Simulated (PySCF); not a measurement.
**C5H5Al: runs on many settings**

Aim: see how C5H5Al (`C#[C][Al]([CH3])[C]#C`) answers to the choice of functional, basis, grid and SCF options.

Computed with PySCF 2.14.0, with density-fitted response routines of our own, on a single molecule, in the gas phase or a continuum. Atoms are numbered from 0 throughout.

### 1 The starting structure

11 atoms, charge 0, multiplicity 1; geometry from: GFN2-xTB.

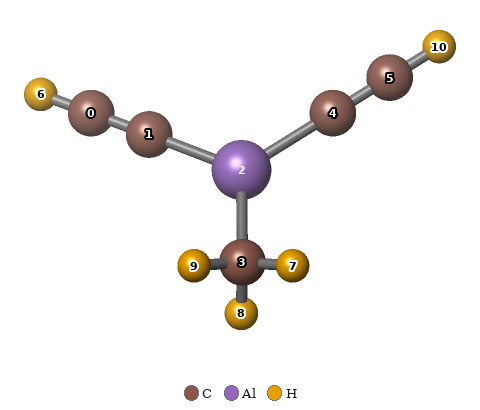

The starting geometry (carbon brown, aluminium purple, hydrogen amber), atoms numbered.

### 2 Excited states and response: PBE/def2-SVP

What the job is given:

```
{"job": {"kind": "uv", "xc": "PBE", "basis": "def2-SVP", "nstates": 25, "ntriplets": 0, "tda": false}, "charge": 0, "multiplicity": 1}
C      1.686046     2.608362     0.405487
C      1.038901     1.602158     0.214539
Al    -0.023242    -0.000046    -0.094449
C     -1.997139     0.116526    -0.292166
C      0.885234    -1.718896    -0.203395
C      1.449524    -2.788911    -0.266627
H      2.252178     3.483480     0.572872
H     -2.478014    -0.858646    -0.152599
H     -2.302894     0.475012    -1.281230
H     -2.446663     0.804789     0.432709
H      1.941492    -3.721157    -0.321185
```

Method: TDDFT PBE/def2-SVP, vertical, gas phase, core orbitals frozen in the response.

The run is started by

```console
> OMP_NUM_THREADS=1 python probes_run.py task.json out
```

One launch serves the whole session: the jobs run in the order shown.

Output:

```text
coarse grid: 10160 points
cycle   1  E = -434.9922903825  dE =  3.503e-01  |g| = 7.338e-01  |ddm| = 3.887e+00
cycle   2  E = -434.7955269308  dE =  1.968e-01  |g| = 1.079e+00  |ddm| = 2.009e+00
cycle   3  E = -435.1228437933  dE = -3.273e-01  |g| = 3.088e-01  |ddm| = 1.313e+00
cycle   4  E = -435.1481237656  dE = -2.528e-02  |g| = 6.694e-02  |ddm| = 2.763e-01
cycle   5  E = -435.1491675920  dE = -1.044e-03  |g| = 2.910e-02  |ddm| = 7.828e-02
cycle   6  E = -435.1494161506  dE = -2.486e-04  |g| = 2.626e-03  |ddm| = 3.303e-02
cycle   7  E = -435.1494184668  dE = -2.316e-06  |g| = 7.769e-04  |ddm| = 5.047e-03
final grid: 94792 points
cycle   8  E = -435.2386523951  dE = -1.743e-05  |g| = 1.019e-02  |ddm| = 3.062e-02
cycle   9  E = -435.2386044484  dE =  4.795e-05  |g| = 1.657e-02  |ddm| = 2.621e-02
cycle  10  E = -435.2386726887  dE = -6.824e-05  |g| = 5.993e-03  |ddm| = 1.736e-02
cycle  11  E = -435.2386825008  dE = -9.812e-06  |g| = 7.631e-04  |ddm| = 4.917e-03
cycle  12  E = -435.2386826306  dE = -1.297e-07  |g| = 3.682e-04  |ddm| = 9.864e-04
cycle  13  E = -435.2386826586  dE = -2.803e-08  |g| = 2.032e-04  |ddm| = 4.259e-04
cycle  14  E = -435.2386826699  dE = -1.132e-08  |g| = 1.939e-05  |ddm| = 1.685e-04
cycle  15  E = -435.2386826700  dE = -1.278e-10  |g| = 3.059e-06  |ddm| = 3.528e-05
converged SCF energy = -435.2386826700

Static polarisability (au): isotropic 70.819, principal 42.108 71.159 99.190

Singlet excitations
state   eV       nm        f      main configurations
  1   4.3787    283.2   0.00028   H->L 0.73, H-1->L 0.27
  2   4.3861    282.7   0.00064   H-1->L 0.73, H->L 0.27
  3   4.8712    254.5   0.09195   H-2->L 0.92
  4   5.0455    245.7   0.02105   H-3->L 0.92
  5   5.1783    239.4   0.00269   H-4->L 0.99
  6   6.1202    202.6   0.00000   H-2->L+1 0.99
  7   6.2385    198.7   0.04080   H->L+1 0.66, H-1->L+1 0.14
  8   6.3101    196.5   0.08177   H-1->L+1 0.59, H->L+1 0.12, H->L+3 0.10
  9   6.3240    196.1   0.00006   H-3->L+1 0.98
 10   6.5591    189.0   0.00005   H-5->L 0.93
 11   6.7775    182.9   0.00246   H-4->L+1 0.52, H-1->L+2 0.16, H->L+3 0.11
 12   6.7963    182.4   0.00014   H-1->L+2 0.37, H->L+2 0.24, H->L+3 0.09
 13   6.8096    182.1   0.00033   H->L+2 0.50, H-1->L+2 0.29
 14   6.8274    181.6   0.00229   H-1->L+3 0.40, H-1->L+4 0.38, H->L+4 0.20
 15   6.9620    178.1   0.00029   H-2->L+3 0.53, H-2->L+4 0.34
 16   6.9677    177.9   0.02849   H->L+4 0.31, H-2->L+2 0.28, H-1->L+3 0.27
 17   7.0011    177.1   0.04106   H-2->L+2 0.23, H-2->L+4 0.19, H->L+3 0.16
 18   7.0113    176.8   0.01884   H-2->L+4 0.38, H-2->L+3 0.25, H-4->L+1 0.11
 19   7.0673    175.4   0.07560   H-3->L+2 0.40, H->L+3 0.19, H-1->L+4 0.15
 20   7.1723    172.9   0.01482   H-3->L+3 0.89
 21   7.1991    172.2   0.03296   H-3->L+4 0.96
 22   7.2657    170.6   0.05928   H-6->L 0.88
 23   7.2723    170.5   0.00054   H-7->L 0.95
 24   7.5595    164.0   0.00679   H-4->L+2 0.93
 25   7.6093    162.9   0.17282   H-4->L+3 0.45, H-4->L+4 0.25, H-3->L+2 0.13
```

It took 19 s on 1 thread of Intel Xeon at 2.70GHz, shared host.

Frontier orbitals and where they lie:

| orbital | eV | atoms |
| --- | --- | --- |
| HOMO−3 | -7.06 | C4 25 %, C1 24 %, C5 23 % |
| HOMO−2 | -6.85 | C0 26 %, C1 25 %, C5 24 % |
| HOMO−1 | -6.72 | C5 41 %, C4 36 %, C1 8 % |
| HOMO | -6.71 | C0 36 %, C1 32 %, C3 16 % |
| LUMO | -2.37 | Al2 60 %, C5 14 %, C0 14 % |
| LUMO+1 | -0.77 | Al2 22 %, C0 21 %, C5 20 % |
| LUMO+2 | 0.03 | C0 22 %, C1 22 %, C5 21 % |

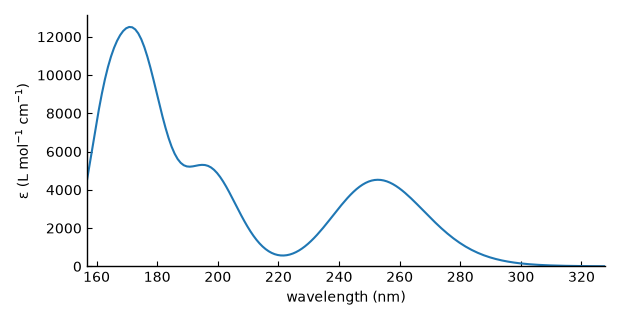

Absorption spectrum: each of the 25 states is a Gaussian band of 0.4 eV half-width at 1/e. Beyond the last state computed it falls off for lack of states.

Ground-state properties from the same run:

| property | computed |
| --- | --- |
| dipole moment (D) | 0.22 |
| polarisability (Å³) | 10.49 |
| HOMO–LUMO gap (eV) | 4.35 |
| −ε(HOMO) (eV) | 6.71 |

### 3 NMR shieldings: BLYP/pcSseg-1

Settings changed since step 2:

```diff
@@ -1,2 +1,2 @@
-{"job": {"kind": "uv", "xc": "PBE", "basis": "def2-SVP", "nstates": 25, "ntriplets": 0, "tda": false}, "charge": 0, "multiplicity": 1}
+{"job": {"kind": "nmr", "xc": "BLYP", "basis": "pcSseg-1", "pop": false}, "charge": 0, "multiplicity": 1}
 C      1.686046     2.608362     0.405487
```

With the program's defaults for keys left out, this is: GIAO BLYP/pcSseg-1 NMR shielding, non-relativistic, gas phase.

Output:

```text
coarse grid: 10160 points
cycle   1  E = -435.5297742337  dE =  3.981e-01  |g| = 8.280e-01  |ddm| = 3.423e+00
cycle   2  E = -435.2552924826  dE =  2.745e-01  |g| = 1.254e+00  |ddm| = 2.115e+00
cycle   3  E = -435.7010980183  dE = -4.458e-01  |g| = 2.468e-01  |ddm| = 1.343e+00
cycle   4  E = -435.7149259134  dE = -1.383e-02  |g| = 9.479e-02  |ddm| = 2.130e-01
cycle   5  E = -435.7172315327  dE = -2.306e-03  |g| = 2.588e-02  |ddm| = 8.519e-02
cycle   6  E = -435.7174148134  dE = -1.833e-04  |g| = 3.546e-03  |ddm| = 2.662e-02
cycle   7  E = -435.7174183843  dE = -3.571e-06  |g| = 7.804e-04  |ddm| = 5.287e-03
final grid: 94792 points
cycle   8  E = -435.7754824259  dE = -2.442e-05  |g| = 7.038e-03  |ddm| = 3.200e-02
cycle   9  E = -435.7754568817  dE =  2.554e-05  |g| = 1.206e-02  |ddm| = 1.580e-02
cycle  10  E = -435.7754908814  dE = -3.400e-05  |g| = 4.158e-03  |ddm| = 1.077e-02
cycle  11  E = -435.7754955052  dE = -4.624e-06  |g| = 5.956e-04  |ddm| = 2.936e-03
cycle  12  E = -435.7754955742  dE = -6.899e-08  |g| = 2.943e-04  |ddm| = 6.930e-04
cycle  13  E = -435.7754955921  dE = -1.784e-08  |g| = 1.529e-04  |ddm| = 2.892e-04
cycle  14  E = -435.7754955983  dE = -6.249e-09  |g| = 2.373e-05  |ddm| = 1.147e-04
cycle  15  E = -435.7754955985  dE = -1.661e-10  |g| = 4.392e-06  |ddm| = 3.495e-05
converged SCF energy = -435.7754955985

GIAO shielding tensors (ppm)
atom      isotropic    diamagn.    paramagn.     s11        s22        s33       span
  0 C       78.038     258.035    -179.997     -9.186     -5.162    248.462    257.648
  1 C       82.534     251.374    -168.841    -17.730    -15.142    280.473    298.203
  2 Al     344.940     798.972    -454.032    248.870    377.944    408.006    159.136
  3 C      183.695     248.628     -64.933    174.686    183.851    192.547     17.861
  4 C       82.367     251.332    -168.964    -17.798    -15.388    280.289    298.087
  5 C       78.105     258.006    -179.901     -9.292     -4.920    248.528    257.820
  6 H       29.957      33.096      -3.139     25.011     25.224     39.636     14.625
  7 H       31.662      29.344       2.319     27.555     29.445     37.987     10.432
  8 H       31.834      29.091       2.743     28.379     28.812     38.310      9.931
  9 H       31.739      29.362       2.377     27.856     29.250     38.110     10.254
 10 H       29.954      33.074      -3.120     25.002     25.219     39.641     14.639
```

Run time: 18 s. Hardware: 1 thread of Intel Xeon at 2.70GHz, shared host; peak memory 0.6 GiB.

The references, computed at this level on geometries of the same kind, shield at (ppm): 1H TMS 31.80, 13C TMS 178.1. Their shielding less the atom's gives the shift. The references are single molecules in the gas phase. Atoms listed in one row are averaged.

| atoms | environment | σ (ppm) | δ (ppm) |
| --- | --- | --- | --- |
| C0, C5 | terminal alkyne carbon | 78.1 | 100.0 |
| C1, C4 | alkyne carbon | 82.5 | 95.6 |
| C3 | methyl carbon bonded to Al | 183.7 | -5.6 |
| H6, H10 | hydrogen on a terminal alkyne carbon | 29.96 | 1.84 |
| H7, H8, H9 | hydrogen on a methyl carbon bonded to Al | 31.74 | 0.06 |
| Al2 | aluminium bonded to 3 C | 344.9 | – |

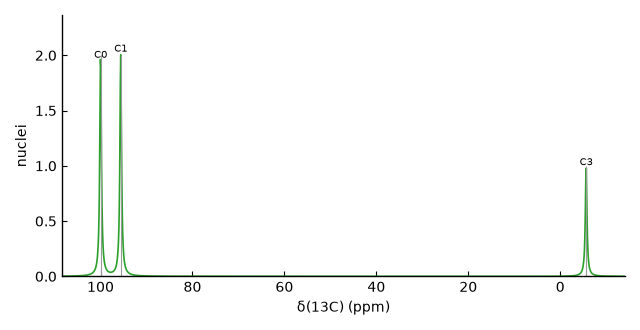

13C lines at the computed shifts, without couplings. Lines are broadened to a width of 0.42 ppm (Lorentzian).

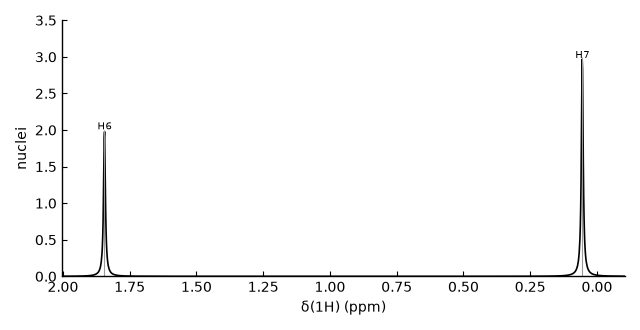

1H lines at the computed shifts, without couplings. Lines are broadened to a width of 0.01 ppm (Lorentzian).

### 4 Shielding tensors: BP86/pcSseg-1 in water

Settings changed since step 3:

```diff
@@ -1,2 +1,2 @@
-{"job": {"kind": "nmr", "xc": "BLYP", "basis": "pcSseg-1", "pop": false}, "charge": 0, "multiplicity": 1}
+{"job": {"kind": "nmr", "xc": "BP86", "basis": "pcSseg-1", "solvent": "water", "pop": true, "scf": {"aux": "def2-qzvpp-jkfit"}}, "charge": 0, "multiplicity": 1}
 C      1.686046     2.608362     0.405487
```

Method: GIAO BP86/pcSseg-1 NMR shielding, non-relativistic, IEF-PCM water.

Output:

```text
final grid: 94792 points
cycle   1  E = -435.7105126255  dE =  3.645e-01  |g| = 7.594e-01  |ddm| = 3.396e+00
cycle   2  E = -435.5393119827  dE =  1.712e-01  |g| = 1.071e+00  |ddm| = 1.642e+00
cycle   3  E = -435.8619941825  dE = -3.227e-01  |g| = 1.560e-01  |ddm| = 1.036e+00
cycle   4  E = -435.8670869888  dE = -5.093e-03  |g| = 7.278e-02  |ddm| = 1.429e-01
cycle   5  E = -435.8683650652  dE = -1.278e-03  |g| = 2.475e-02  |ddm| = 6.217e-02
cycle   6  E = -435.8685317240  dE = -1.667e-04  |g| = 2.202e-03  |ddm| = 2.350e-02
cycle   7  E = -435.8685329510  dE = -1.227e-06  |g| = 4.457e-04  |ddm| = 3.428e-03
cycle   8  E = -435.8685329882  dE = -3.725e-08  |g| = 7.312e-05  |ddm| = 5.752e-04
cycle   9  E = -435.8685329864  dE =  1.830e-09  |g| = 1.062e-04  |ddm| = 1.111e-04
cycle  10  E = -435.8685329893  dE = -2.942e-09  |g| = 8.539e-06  |ddm| = 7.115e-05
cycle  11  E = -435.8685329893  dE = -1.569e-11  |g| = 3.487e-06  |ddm| = 1.070e-05
converged SCF energy = -435.8685329893

GIAO shielding tensors (ppm)
atom      isotropic    diamagn.    paramagn.     s11        s22        s33       span
  0 C       79.210     258.505    -179.296     -9.201     -6.870    253.700    262.901
  1 C       86.886     251.580    -164.694    -11.291    -10.318    282.266    293.557
  2 Al     358.561     799.199    -440.638    261.228    384.251    430.203    168.975
  3 C      188.319     250.918     -62.599    178.530    189.493    196.935     18.405
  4 C       86.753     251.518    -164.765    -11.353    -10.517    282.128    293.481
  5 C       79.322     258.484    -179.162     -9.285     -6.609    253.860    263.145
  6 H       29.461      32.354      -2.893     24.250     24.456     39.677     15.427
  7 H       31.539      29.392       2.147     27.236     29.283     38.097     10.861
  8 H       31.667      29.065       2.602     27.964     28.490     38.547     10.583
  9 H       31.598      29.391       2.207     27.497     29.023     38.272     10.775
 10 H       29.462      32.335      -2.874     24.242     24.454     39.689     15.447
```

Wall time 17 s (1 thread of Intel Xeon at 2.70GHz, shared host); peak memory 0.65 GiB.

This run: σ C0 79.3, C1 86.8, C3 188.3, Al2 358.6, H6 29.46, H7 31.60 ppm (means over like atoms).

### 5 TDDFT and polarisability: wB97X/def2-SVPD

Settings changed since step 4:

```diff
@@ -1,2 +1,2 @@
-{"job": {"kind": "nmr", "xc": "BP86", "basis": "pcSseg-1", "solvent": "water", "pop": true, "scf": {"aux": "def2-qzvpp-jkfit"}}, "charge": 0, "multiplicity": 1}
+{"job": {"kind": "uv", "xc": "wB97X", "basis": "def2-SVPD", "nstates": 25, "ntriplets": 0, "tda": false}, "charge": 0, "multiplicity": 1}
 C      1.686046     2.608362     0.405487
```

Method: TDDFT wB97X/def2-SVPD, vertical, gas phase, core orbitals frozen in the response.

Output:

```text
coarse grid: 10160 points
cycle   1  E = -435.4634576864  dE =  4.040e-01  |g| = 4.045e-01  |ddm| = 7.152e+00
cycle   2  E = -435.4993447706  dE = -3.589e-02  |g| = 2.483e-01  |ddm| = 1.731e+00
cycle   3  E = -435.5140418802  dE = -1.470e-02  |g| = 8.332e-02  |ddm| = 5.247e-01
cycle   4  E = -435.5156829211  dE = -1.641e-03  |g| = 3.427e-02  |ddm| = 2.668e-01
cycle   5  E = -435.5160135779  dE = -3.307e-04  |g| = 3.218e-03  |ddm| = 1.148e-01
cycle   6  E = -435.5160182333  dE = -4.655e-06  |g| = 1.372e-03  |ddm| = 1.891e-02
final grid: 94792 points
cycle   7  E = -435.5885348371  dE = -5.181e-05  |g| = 3.251e-03  |ddm| = 1.070e-01
cycle   8  E = -435.5885370692  dE = -2.232e-06  |g| = 1.734e-03  |ddm| = 1.341e-02
cycle   9  E = -435.5885379061  dE = -8.369e-07  |g| = 2.891e-04  |ddm| = 3.373e-03
cycle  10  E = -435.5885379366  dE = -3.048e-08  |g| = 1.123e-04  |ddm| = 1.022e-03
cycle  11  E = -435.5885379408  dE = -4.195e-09  |g| = 3.910e-05  |ddm| = 3.141e-04
cycle  12  E = -435.5885379416  dE = -8.035e-10  |g| = 2.434e-05  |ddm| = 9.967e-05
converged SCF energy = -435.5885379416

Static polarisability (au): isotropic 79.868, principal 57.500 81.755 100.350

Singlet excitations
state   eV       nm        f      main configurations
  1   5.2801    234.8   0.00001   H-1->L 0.78
  2   5.3083    233.6   0.00068   H->L 0.77
  3   5.8108    213.4   0.04594   H-2->L 0.65, H-1->L+2 0.14
  4   5.9913    206.9   0.01022   H-3->L 0.59, H->L+2 0.11
  5   6.2346    198.9   0.00390   H-4->L 0.70
  6   6.4018    193.7   0.00000   H-2->L+2 0.59, H-3->L+3 0.12
  7   6.5179    190.2   0.00050   H-3->L+2 0.47, H-2->L+3 0.13, H-4->L 0.11
  8   7.6561    161.9   0.00066   H-5->L 0.76, H-7->L 0.09
  9   7.7384    160.2   0.55032   H-2->L 0.33, H-1->L+2 0.28
 10   7.7986    159.0   0.39791   H->L+1 0.33, H-3->L 0.24, H->L+2 0.10
 11   7.9090    156.8   0.03789   H->L+1 0.36, H->L+2 0.15, H-3->L 0.14
 12   7.9869    155.2   0.03329   H-1->L+1 0.58, H-1->L+2 0.11
 13   8.0894    153.3   0.00015   H-2->L+1 0.66, H-2->L+2 0.11
 14   8.2559    150.2   0.08196   H-3->L+1 0.27, H-1->L+4 0.14, H-1->L+3 0.10
 15   8.2731    149.9   0.12329   H-3->L+1 0.36, H-3->L+2 0.08
 16   8.3032    149.3   0.00153   H->L+4 0.17, H-1->L 0.15, H-1->L+10 0.11
 17   8.3242    148.9   0.00103   H-4->L+1 0.42, H->L+2 0.14
 18   8.7269    142.1   0.04783   H-4->L+2 0.32, H->L+2 0.15, H-1->L+6 0.09
 19   8.8087    140.8   0.01765   H->L+6 0.21, H-1->L+5 0.13, H-5->L+2 0.11
 20   8.9663    138.3   0.00016   H-1->L+5 0.42, H->L+3 0.17, H->L+4 0.10
 21   9.0402    137.1   0.00101   H-2->L+5 0.61, H-3->L+6 0.17
 22   9.0556    136.9   0.01127   H->L+5 0.27, H-4->L+1 0.15, H-1->L+6 0.14
 23   9.1197    136.0   0.02031   H-3->L+5 0.53, H-2->L+6 0.25
 24   9.2389    134.2   0.01020   H-7->L 0.79
 25   9.2892    133.5   0.02161   H-6->L 0.80
```

Wall time 35 s (1 thread of Intel Xeon at 2.70GHz, shared host); peak memory 0.77 GiB.

Key values: HOMO -10.51 eV, LUMO 0.25 eV; lowest singlet 5.28 eV.

### 6 Shielding tensors: BLYP/pcSseg-1

Settings changed since step 5:

```diff
@@ -1,2 +1,2 @@
-{"job": {"kind": "uv", "xc": "wB97X", "basis": "def2-SVPD", "nstates": 25, "ntriplets": 0, "tda": false}, "charge": 0, "multiplicity": 1}
+{"job": {"kind": "nmr", "xc": "BLYP", "basis": "pcSseg-1", "pop": true}, "charge": 0, "multiplicity": 1}
 C      1.686046     2.608362     0.405487
```

Level: GIAO BLYP/pcSseg-1 NMR shielding, non-relativistic, gas phase.

Output:

```text
coarse grid: 10160 points
cycle   1  E = -435.5297742337  dE =  3.981e-01  |g| = 8.280e-01  |ddm| = 3.423e+00
cycle   2  E = -435.2552924826  dE =  2.745e-01  |g| = 1.254e+00  |ddm| = 2.115e+00
cycle   3  E = -435.7010980183  dE = -4.458e-01  |g| = 2.468e-01  |ddm| = 1.343e+00
cycle   4  E = -435.7149259134  dE = -1.383e-02  |g| = 9.479e-02  |ddm| = 2.130e-01
cycle   5  E = -435.7172315327  dE = -2.306e-03  |g| = 2.588e-02  |ddm| = 8.519e-02
cycle   6  E = -435.7174148134  dE = -1.833e-04  |g| = 3.546e-03  |ddm| = 2.662e-02
cycle   7  E = -435.7174183843  dE = -3.571e-06  |g| = 7.804e-04  |ddm| = 5.287e-03
final grid: 94792 points
cycle   8  E = -435.7754824259  dE = -2.442e-05  |g| = 7.038e-03  |ddm| = 3.200e-02
cycle   9  E = -435.7754568817  dE =  2.554e-05  |g| = 1.206e-02  |ddm| = 1.580e-02
cycle  10  E = -435.7754908814  dE = -3.400e-05  |g| = 4.158e-03  |ddm| = 1.077e-02
cycle  11  E = -435.7754955052  dE = -4.624e-06  |g| = 5.956e-04  |ddm| = 2.936e-03
cycle  12  E = -435.7754955742  dE = -6.899e-08  |g| = 2.943e-04  |ddm| = 6.930e-04
cycle  13  E = -435.7754955921  dE = -1.784e-08  |g| = 1.529e-04  |ddm| = 2.892e-04
cycle  14  E = -435.7754955983  dE = -6.249e-09  |g| = 2.373e-05  |ddm| = 1.147e-04
cycle  15  E = -435.7754955985  dE = -1.661e-10  |g| = 4.392e-06  |ddm| = 3.495e-05
converged SCF energy = -435.7754955985

GIAO shielding tensors (ppm)
atom      isotropic    diamagn.    paramagn.     s11        s22        s33       span
  0 C       78.038     258.035    -179.997     -9.186     -5.162    248.462    257.648
  1 C       82.534     251.374    -168.841    -17.730    -15.142    280.473    298.203
  2 Al     344.940     798.972    -454.032    248.870    377.944    408.006    159.136
  3 C      183.695     248.628     -64.933    174.686    183.851    192.547     17.861
  4 C       82.367     251.332    -168.964    -17.798    -15.388    280.289    298.087
  5 C       78.105     258.006    -179.901     -9.292     -4.920    248.528    257.820
  6 H       29.957      33.096      -3.139     25.011     25.224     39.636     14.625
  7 H       31.662      29.344       2.319     27.555     29.445     37.987     10.432
  8 H       31.834      29.091       2.743     28.379     28.812     38.310      9.931
  9 H       31.739      29.362       2.377     27.856     29.250     38.110     10.254
 10 H       29.954      33.074      -3.120     25.002     25.219     39.641     14.639
```

Wall time 22 s (1 thread of Intel Xeon at 2.70GHz, shared host); peak memory 0.63 GiB.

This run: σ C0 78.1, C1 82.5, C3 183.7, Al2 344.9, H6 29.96, H7 31.74 ppm (means over like atoms).

### 7 Side by side: electronic excitations

Excitations and ground-state properties, with basis size and wall time:

| run | lowest singlet (eV) | brightest (eV) | f | gap (eV) | α (Å³) | μ (D) | functions | time |
| --- | --- | --- | --- | --- | --- | --- | --- | --- |
| PBE/def2-SVP | 4.38 | 7.61 | 0.173 | 4.35 | 10.49 | 0.22 | 113 | 19 s |
| wB97X/def2-SVPD | 5.28 | 7.74 | 0.550 | 10.76 | 11.84 | 0.19 | 164 | 35 s |

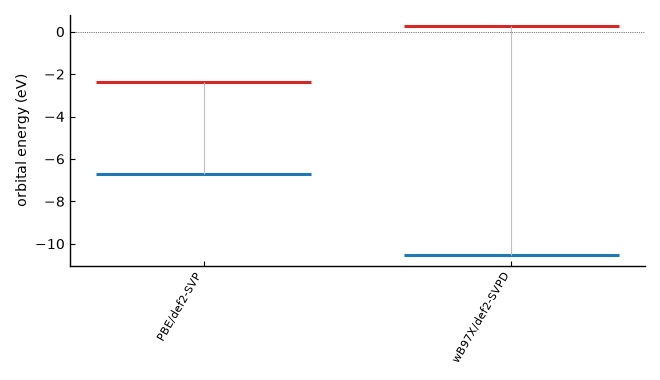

HOMO (blue) and LUMO (red) run by run.

### 8 What came out

```
                                                               quantity                         value
                                          lowest singlet (PBE/def2-SVP)   4.38 eV (283 nm), f = 0.000
                               brightest single state of those computed  state 25, 7.61 eV, f = 0.173
13C shifts against TMS (BLYP/pcSseg-1, means over atoms taken as alike)         100.0, 95.6, -5.6 ppm
 1H shifts against TMS (BLYP/pcSseg-1, means over atoms taken as alike)                1.84, 0.06 ppm
                                       shieldings of Al (BLYP/pcSseg-1)                 Al2 344.9 ppm
                                            range of the lowest singlet               4.38 to 5.28 eV
```

Single values in the summary come from the first run of each kind that ended normally (PBE/def2-SVP; BLYP/pcSseg-1), which need not be the best level. The lowest singlet, at 4.38 eV, is HOMO→LUMO 0.73, HOMO−1→LUMO 0.27 and is dark; of the 25 states computed, the strongest absorption comes from state 25 at 7.61 eV (the last computed, so partners may be missing). States above −ε(HOMO) lie where TDDFT describes them poorly and they hang on the basis; the brightest is among them. The basis of PBE/def2-SVP has no diffuse functions, so Rydberg states are missing and the high states are unreliable. At BLYP/pcSseg-1: Shielding is most anisotropic at C1, C4 (span 298 ppm, paramagnetic term -169 ppm). The lowest singlet runs from 4.38 eV (PBE/def2-SVP) to 5.28 eV (wB97X/def2-SVPD), while the orbital gap spans 4.35 to 10.76 eV. The lowest state need not be the same one in every run.
